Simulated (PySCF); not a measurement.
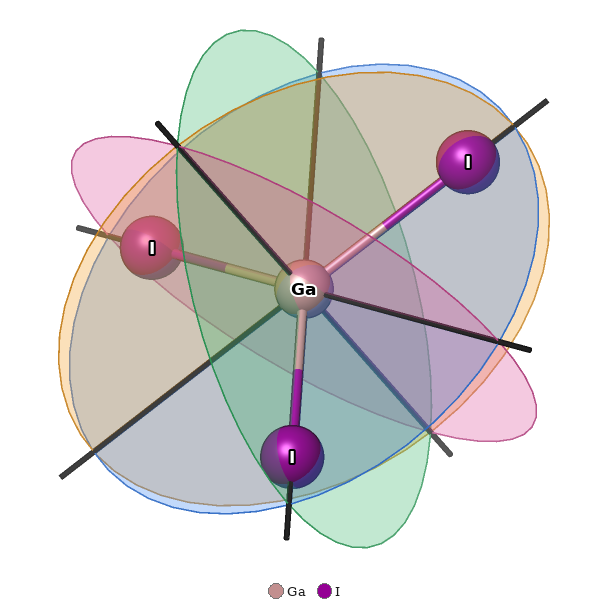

All proper rotation axes (lines) and mirror planes (discs) of the structure are drawn in. Depth is shown by fading: the farther an atom, the more it takes the colour of the background. Computed geometry: PBE0-D3(BJ)/def2-SVP optimisation. No frequency run is at hand to confirm it as a minimum.

Question: Name the symmetry elements and the point group.

Answer: It has 1 C3 axis, 3 C2 axes, 1 S3 axis and 4 mirror planes. Point group D3h. The group has 12 operations. The geometry is achiral, and symmetry forbids a dipole moment.
